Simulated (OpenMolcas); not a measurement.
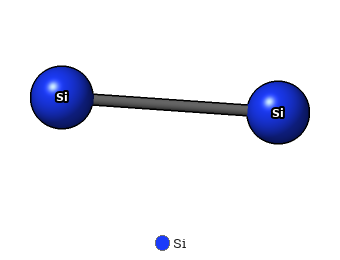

The molecule at the reference distance of 2.297 Å.

## Si₂⁺: relativistic diatomic calculation (part 1 of 2)

System: Si₂⁺.
Method: SA-CASSCF(7,8)/XMS-CASPT2 + RASSI spin-orbit (X2C scalar, AMFI), ANO-RCC-VTZP (OpenMolcas).

## Summary

- outcome: converged; components of a degenerate state are split by 34 cm⁻¹
- lowest spin-free state: ⁴Σ
- lowest spin-orbit level: Ω = 1/2, −578.91383 hartree
- next level: Ω = 3/2, 1 cm⁻¹
- hardware: 1 CPU thread, shared host
- wall time: 30 s

## Notes

Caveats: the two components of ²Δ at 0.77 eV, degenerate in CASSCF as they must be, are split by 34 cm⁻¹ in XMS-CASPT2, an artefact that passes into its spin-orbit levels; 4 of the 58 spin-orbit states have no clean Ω, so their splittings aren't to be trusted.

## Input
```
&GATEWAY
Coord
2
angstrom
Si 0.0 0.0 0.0
Si 0.0 0.0 2.2970
Basis=ANO-RCC-VTZP
Group=XY
RX2C
AMFI
ANGMom
0.0 0.0 0.0
RICD
&SEWARD
&GUESSORB
&RASSCF
FileOrb=$CurrDir/o41.orb
Symmetry=1
Spin=4
nActEl=7 0 0
Inactive=6 4
RAS2=4 4
CIRoot=5 5 1
Linear
Iterations=120 100
OrbListing=Nothing
PRWF=0.15
>>COPY $Project.RasOrb $CurrDir/o41.orb
>>COPY $Project.rasscf.h5 $CurrDir/r41.h5
&CASPT2
XMultistate=all
Imaginary=0.2
IPEA=0.25
MaxIter=40
>>COPY $Project.JobMix JOB001
&RASSCF
FileOrb=$CurrDir/o22.orb
Symmetry=2
Spin=2
nActEl=7 0 0
Inactive=6 4
RAS2=4 4
CIRoot=8 8 1
Linear
Iterations=120 100
OrbListing=Nothing
PRWF=0.15
>>COPY $Project.RasOrb $CurrDir/o22.orb
>>COPY $Project.rasscf.h5 $CurrDir/r22.h5
&CASPT2
XMultistate=all
Imaginary=0.2
IPEA=0.25
MaxIter=40
>>COPY $Project.JobMix JOB002
&RASSCF
FileOrb=$CurrDir/o21.orb
Symmetry=1
Spin=2
nActEl=7 0 0
Inactive=6 4
RAS2=4 4
CIRoot=7 7 1
Linear
Iterations=120 100
OrbListing=Nothing
PRWF=0.15
>>COPY $Project.RasOrb $CurrDir/o21.orb
>>COPY $Project.rasscf.h5 $CurrDir/r21.h5
&CASPT2
XMultistate=all
Imaginary=0.2
IPEA=0.25
MaxIter=40
>>COPY $Project.JobMix JOB003
&RASSCF
FileOrb=$CurrDir/o42.orb
Symmetry=2
Spin=4
nActEl=7 0 0
Inactive=6 4
RAS2=4 4
CIRoot=2 2 1
Linear
Iterations=120 100
OrbListing=Nothing
PRWF=0.15
>>COPY $Project.RasOrb $CurrDir/o42.orb
>>COPY $Project.rasscf.h5 $CurrDir/r42.h5
&CASPT2
XMultistate=all
Imaginary=0.2
IPEA=0.25
MaxIter=40
>>COPY $Project.JobMix JOB004
&RASSI
Nr of JobIphs=4 5 8 7 2
1 2 3 4 5
1 2 3 4 5 6 7 8
1 2 3 4 5 6 7
1 2
SpinOrbit
EJob
Omega
MEES
MESO
Properties=4
'AngMom' 3 'Mltpl  1' 1 'Mltpl  1' 2 'Mltpl  1' 3
Thrs=1.0d-4
>>COPY $Project.rassi.h5 $CurrDir/so.h5
```

The first orbital files come from an earlier step.

Run as:
```bash
pymolcas m.inp (one call a module block, same work directory)
```

## Output (extracts)
```
++    Wave function specifications:
      Number of closed shell electrons          20
      Number of electrons in active shells       7
      Number of inactive orbitals               10
      Number of active orbitals                  8
      Number of secondary orbitals              50
      Spin quantum number                      1.5
      State symmetry                             1
++    Orbital specifications:
      Symmetry species                           1   2
                                                 a   b
      Frozen orbitals                            0   0
      Inactive orbitals                          6   4
      Active orbitals                            4   4
      RAS2 orbitals                              4   4
      Secondary orbitals                        26  24
      Number of basis functions                 36  32
      printout of CI-coefficients larger than  0.15 for root  1
      energy=    -578.785178
      conf/sym  1111 2222     Coeff  Weight
            24  220u 00uu   0.94147 0.88637
      printout of CI-coefficients larger than  0.15 for root  2
      energy=    -578.689387
      conf/sym  1111 2222     Coeff  Weight
            20  220u u0u0   0.37099 0.13763
            21  220u 0uu0  -0.57408 0.32957
            22  220u u00u  -0.57408 0.32957
            23  220u 0u0u  -0.37099 0.13763
      printout of CI-coefficients larger than  0.15 for root  3
      energy=    -578.689387
      conf/sym  1111 2222     Coeff  Weight
            20  220u u0u0  -0.57408 0.32957
            21  220u 0uu0  -0.37099 0.13763
            22  220u u00u  -0.37099 0.13763
            23  220u 0u0u   0.57408 0.32957
      printout of CI-coefficients larger than  0.15 for root  4
      energy=    -578.686543
      conf/sym  1111 2222     Coeff  Weight
            20  220u u0u0   0.45848 0.21021
            23  220u 0u0u   0.45848 0.21021
            84  u202 00uu   0.69527 0.48340
      printout of CI-coefficients larger than  0.15 for root  5
      energy=    -578.685862
      conf/sym  1111 2222     Coeff  Weight
            21  220u 0uu0   0.68061 0.46323
            22  220u u00u  -0.68061 0.46323
      Natural orbitals and occupation numbers for root  1
      sym 1:   1.902347   1.975601   0.031230   1.021841
      sym 2:   0.065006   0.065006   0.969485   0.969485
      Natural orbitals and occupation numbers for root  2
      sym 1:   1.927807   1.970240   0.029999   0.995314
      sym 2:   0.516884   0.516884   0.521436   0.521436
      Natural orbitals and occupation numbers for root  3
      sym 1:   1.927807   1.970240   0.029999   0.995314
      sym 2:   0.516884   0.516884   0.521436   0.521436
      Natural orbitals and occupation numbers for root  4
      sym 1:   1.450408   1.972493   0.032012   1.477765
      sym 2:   0.274132   0.274132   0.759529   0.759529
      Natural orbitals and occupation numbers for root  5
      sym 1:   1.925171   1.969359   0.030052   0.994527
      sym 2:   0.517452   0.517452   0.522994   0.522994
      RASSCF energy for state  5                   -578.68586202
::    RASSCF root number  1 Total energy:   -578.78517832
::    RASSCF root number  2 Total energy:   -578.68938710
::    RASSCF root number  3 Total energy:   -578.68938710
::    RASSCF root number  4 Total energy:   -578.68654283
::    RASSCF root number  5 Total energy:   -578.68586202
      Von Neumann Entropy (Root   1) =  2.00906
++    Wave function specifications:
      Number of closed shell electrons          12
      Number of electrons in active shells       7
      Number of inactive orbitals                6
      Number of active orbitals                  8
      Number of secondary orbitals              50
      Spin quantum number                      1.5
      State symmetry                             1
      Number of CSFs                           672
      Number of CASSCF root(s) available         5
      CASPT2 state passed to geometry opt.       5
      A file JOBMIX will be created
      This is a MULTI-STATE CASSCF reference
      Number of CI roots used                    5
      These are:                                 1   2   3   4   5
      Off-diagonal elements of Heff are computed
  FINAL CASPT2 RESULT:
      Reference energy:        -578.7851783191
      E2 (Non-variational):      -0.1266937094
      Shift correction:          -0.0019549092
      E2 (Variational):          -0.1286486186
      Total energy:            -578.9138269377
      Reference weight:           0.93962
  FINAL CASPT2 RESULT:
      Reference energy:        -578.6893871037
      E2 (Non-variational):      -0.1264213187
      Shift correction:          -0.0018970886
      E2 (Variational):          -0.1283184072
      Total energy:            -578.8177055109
      Reference weight:           0.94056
  FINAL CASPT2 RESULT:
      Reference energy:        -578.6893871037
      E2 (Non-variational):      -0.1263962523
      Shift correction:          -0.0018927354
      E2 (Variational):          -0.1282889877
      Total energy:            -578.8176760915
      Reference weight:           0.94063
  FINAL CASPT2 RESULT:
      Reference energy:        -578.6865428329
      E2 (Non-variational):      -0.1200845502
      Shift correction:          -0.0022721511
      E2 (Variational):          -0.1223567013
      Total energy:            -578.8088995342
      Reference weight:           0.94059
  FINAL CASPT2 RESULT:
      Reference energy:        -578.6858620237
      E2 (Non-variational):      -0.1262200858
      Shift correction:          -0.0018575867
      E2 (Variational):          -0.1280776725
      Total energy:            -578.8139396962
      Reference weight:           0.94103
       Total XMS-CASPT2 energies:
::    XMS-CASPT2 Root  1     Total energy:   -578.91382694
::    XMS-CASPT2 Root  2     Total energy:   -578.81771432
::    XMS-CASPT2 Root  3     Total energy:   -578.81766728
::    XMS-CASPT2 Root  4     Total energy:   -578.81393987
::    XMS-CASPT2 Root  5     Total energy:   -578.80889936
++    Wave function specifications:
      Number of closed shell electrons          20
      Number of electrons in active shells       7
      Number of inactive orbitals               10
      Number of active orbitals                  8
      Number of secondary orbitals              50
      Spin quantum number                      0.5
      State symmetry                             2
      printout of CI-coefficients larger than  0.15 for root  1
      energy=    -578.749014
      conf/sym  1111 2222     Coeff  Weight
            19  2202 00u0  -0.87091 0.75849
            84  2200 00u2  -0.38501 0.14823
      printout of CI-coefficients larger than  0.15 for root  2
      energy=    -578.749013
      conf/sym  1111 2222     Coeff  Weight
            20  2202 000u  -0.87091 0.75848
            78  2200 002u   0.38502 0.14824
      printout of CI-coefficients larger than  0.15 for root  3
      energy=    -578.731845
      conf/sym  1111 2222     Coeff  Weight
            19  2202 00u0  -0.38621 0.14915
            69  2200 02u0   0.21634 0.04680
            84  2200 00u2   0.81135 0.65829
           404  0202 00u2  -0.18284 0.03343
      printout of CI-coefficients larger than  0.15 for root  4
      energy=    -578.731845
      conf/sym  1111 2222     Coeff  Weight
            20  2202 000u  -0.38621 0.14916
            73  2200 200u   0.21633 0.04680
            78  2200 002u  -0.81135 0.65829
           398  0202 002u   0.18284 0.03343
      printout of CI-coefficients larger than  0.15 for root  5
      energy=    -578.666027
      conf/sym  1111 2222     Coeff  Weight
            77  2200 0udu  -0.60353 0.36425
            81  2200 0uud  -0.16057 0.02578
            82  2200 u002   0.57421 0.32972
           224  u20d 00u2   0.15121 0.02287
           584  u20u 00d2   0.32328 0.10451
      printout of CI-coefficients larger than  0.15 for root  6
      energy=    -578.666027
      conf/sym  1111 2222     Coeff  Weight
            72  2200 0u20   0.57424 0.32975
            76  2200 u0du   0.16272 0.02648
            80  2200 u0ud  -0.60292 0.36351
           218  u20d 002u  -0.15123 0.02287
           581  u20u 002d  -0.32328 0.10451
      printout of CI-coefficients larger than  0.15 for root  7
      energy=    -578.627350
      conf/sym  1111 2222     Coeff  Weight
             8  22ud 000u  -0.23207 0.05386
            18  2202 0u00  -0.87842 0.77162
            83  2200 0u02  -0.24364 0.05936
      printout of CI-coefficients larger than  0.15 for root  8
      energy=    -578.627350
      conf/sym  1111 2222     Coeff  Weight
             7  22ud 00u0   0.23207 0.05386
            17  2202 u000   0.87842 0.77162
            71  2200 u020   0.24357 0.05933
      Natural orbitals and occupation numbers for root  1
      sym 1:   1.921158   1.973285   0.032080   1.624655
      sym 2:   0.052065   0.059231   0.984801   0.352726
      Natural orbitals and occupation numbers for root  2
      sym 1:   1.921160   1.973285   0.032080   1.624643
      sym 2:   0.059229   0.052068   0.352735   0.984800
      Natural orbitals and occupation numbers for root  3
      sym 1:   1.847805   1.960893   0.023158   0.449470
      sym 2:   0.072963   0.162057   0.956565   1.527090
      Natural orbitals and occupation numbers for root  4
      sym 1:   1.847810   1.960892   0.023158   0.449478
      sym 2:   0.162046   0.072966   1.527087   0.956564
      Natural orbitals and occupation numbers for root  5
      sym 1:   1.716802   1.960744   0.019527   0.285403
      sym 2:   0.432306   0.541974   0.599756   1.443488
      Natural orbitals and occupation numbers for root  6
      sym 1:   1.716802   1.960743   0.019527   0.285401
      sym 2:   0.541931   0.432346   1.443532   0.599718
      Natural orbitals and occupation numbers for root  7
      sym 1:   1.915679   1.962319   0.076464   1.712289
      sym 2:   0.071438   0.919813   0.102054   0.239944
      Natural orbitals and occupation numbers for root  8
      sym 1:   1.915678   1.962318   0.076463   1.712305
      sym 2:   0.919795   0.071459   0.239893   0.102089
      RASSCF energy for state  8                   -578.62735012
::    RASSCF root number  1 Total energy:   -578.74901361
::    RASSCF root number  2 Total energy:   -578.74901278
::    RASSCF root number  3 Total energy:   -578.73184511
::    RASSCF root number  4 Total energy:   -578.73184501
::    RASSCF root number  5 Total energy:   -578.66602655
::    RASSCF root number  6 Total energy:   -578.66602652
::    RASSCF root number  7 Total energy:   -578.62735013
::    RASSCF root number  8 Total energy:   -578.62735012
      Von Neumann Entropy (Root   1) =  1.64628
++    Wave function specifications:
      Number of closed shell electrons          12
      Number of electrons in active shells       7
      Number of inactive orbitals                6
      Number of active orbitals                  8
      Number of secondary orbitals              50
      Spin quantum number                      0.5
      State symmetry                             2
      Number of CSFs                          1176
      Number of CASSCF root(s) available         8
      CASPT2 state passed to geometry opt.       8
      A file JOBMIX will be created
      This is a MULTI-STATE CASSCF reference
      Number of CI roots used                    8
      These are:                                 1   2   3   4   5   6   7   8
      Off-diagonal elements of Heff are computed
  FINAL CASPT2 RESULT:
      Reference energy:        -578.7490136135
      E2 (Non-variational):      -0.1408909629
      Shift correction:          -0.0027704104
      E2 (Variational):          -0.1436613732
      Total energy:            -578.8926749867
      Reference weight:           0.92689
  FINAL CASPT2 RESULT:
      Reference energy:        -578.7490127848
      E2 (Non-variational):      -0.1408916714
      Shift correction:          -0.0027704909
      E2 (Variational):          -0.1436621623
      Total energy:            -578.8926749471
      Reference weight:           0.92689
  FINAL CASPT2 RESULT:
      Reference energy:        -578.7318451142
      E2 (Non-variational):      -0.1327713000
      Shift correction:          -0.0025229243
      E2 (Variational):          -0.1352942244
      Total energy:            -578.8671393385
      Reference weight:           0.93053
  FINAL CASPT2 RESULT:
      Reference energy:        -578.7318450060
      E2 (Non-variational):      -0.1327716586
      Shift correction:          -0.0025229555
      E2 (Variational):          -0.1352946142
      Total energy:            -578.8671396201
      Reference weight:           0.93053
  FINAL CASPT2 RESULT:
      Reference energy:        -578.6660265500
      E2 (Non-variational):      -0.1267191126
      Shift correction:          -0.0025401871
      E2 (Variational):          -0.1292592997
      Total energy:            -578.7952858497
      Reference weight:           0.93398
  FINAL CASPT2 RESULT:
      Reference energy:        -578.6660265158
      E2 (Non-variational):      -0.1267190812
      Shift correction:          -0.0025401869
      E2 (Variational):          -0.1292592681
      Total energy:            -578.7952857839
      Reference weight:           0.93398
  FINAL CASPT2 RESULT:
      Reference energy:        -578.6273501298
      E2 (Non-variational):      -0.1454498488
      Shift correction:          -0.0034572400
      E2 (Variational):          -0.1489070888
      Total energy:            -578.7762572186
      Reference weight:           0.92091
  FINAL CASPT2 RESULT:
      Reference energy:        -578.6273501170
      E2 (Non-variational):      -0.1454495024
      Shift correction:          -0.0034572565
      E2 (Variational):          -0.1489067590
      Total energy:            -578.7762568760
      Reference weight:           0.92091
       Total XMS-CASPT2 energies:
::    XMS-CASPT2 Root  1     Total energy:   -578.89284858
::    XMS-CASPT2 Root  2     Total energy:   -578.89284855
::    XMS-CASPT2 Root  3     Total energy:   -578.86696602
::    XMS-CASPT2 Root  4     Total energy:   -578.86696574
::    XMS-CASPT2 Root  5     Total energy:   -578.79602863
::    XMS-CASPT2 Root  6     Total energy:   -578.79602837
::    XMS-CASPT2 Root  7     Total energy:   -578.77551463
::    XMS-CASPT2 Root  8     Total energy:   -578.77551410
++    Wave function specifications:
      Number of closed shell electrons          20
      Number of electrons in active shells       7
      Number of inactive orbitals               10
      Number of active orbitals                  8
      Number of secondary orbitals              50
      Spin quantum number                      0.5
      State symmetry                             1
      printout of CI-coefficients larger than  0.15 for root  1
      energy=    -578.750908
      conf/sym  1111 2222     Coeff  Weight
            61  220u 0020  -0.63092 0.39806
            67  220u 00ud  -0.25119 0.06310
            68  220u 0002   0.63092 0.39806
      printout of CI-coefficients larger than  0.15 for root  2
      energy=    -578.750908
      conf/sym  1111 2222     Coeff  Weight
            55  220u ud00  -0.17410 0.03031
            61  220u 0020  -0.20510 0.04206
            64  220u 00du   0.44613 0.19903
            67  220u 00ud   0.77271 0.59709
            68  220u 0002   0.20510 0.04206
      printout of CI-coefficients larger than  0.15 for root  3
      energy=    -578.749565
      conf/sym  1111 2222     Coeff  Weight
            64  220u 00du  -0.81784 0.66886
            67  220u 00ud   0.47218 0.22295
      printout of CI-coefficients larger than  0.15 for root  4
      energy=    -578.740095
      conf/sym  1111 2222     Coeff  Weight
            53  220u 2000   0.16608 0.02758
            56  220u 0200   0.16608 0.02758
            61  220u 0020  -0.65402 0.42774
            68  220u 0002  -0.65402 0.42774
      pSPIN-FREE ENERGIES:
  (Shifted by EMIN (a.u.) =       -578.9138269377)
 SF State       Relative EMIN(au)   Rel lowest level(eV)    D:o, cm**(-1)      Abs_M
     1             0.0000000000        0.0000000000              0.0000         0.0
     6             0.0209783560        0.5708501479           4604.2169         1.0
     7             0.0209783871        0.5708509953           4604.2238         1.0
    14             0.0280797062        0.7640877306           6162.7832         2.0
    15             0.0282345320        0.7683007567           6196.7635         2.0
    16             0.0307919071        0.8378904776           6758.0425         0.0
    17             0.0416481771        1.1333046344           9140.7183         0.0
     8             0.0468609210        1.2751506210          10284.7834         1.0
     9             0.0468611941        1.2751580529          10284.8433         1.0
     2             0.0961126198        2.6153576198          21094.2818         2.0
     3             0.0961596532        2.6166374641          21104.6044         2.0
    18             0.0991840568        2.6989356786          21768.3843         0.0
     4             0.0998870638        2.7180654748          21922.6765         0.0
    21             0.1041554059        2.8342129794          22859.4693         1.0
    22             0.1041554059        2.8342129794          22859.4693         1.0
     5             0.1049275811        2.8552249377          23028.9422         0.0
    10             0.1177983113        3.2054553469          25853.7409         1.0
    11             0.1177985654        3.2054622631          25853.7967         1.0
    19             0.1261639216        3.4330952018          27689.7802         2.0
    20             0.1262653359        3.4358548253          27712.0381         2.0
    12             0.1383123074        3.7636696187          30356.0427         1.0
    13             0.1383128385        3.7636840700          30356.1592         1.0
```

(Continued in part 2.)
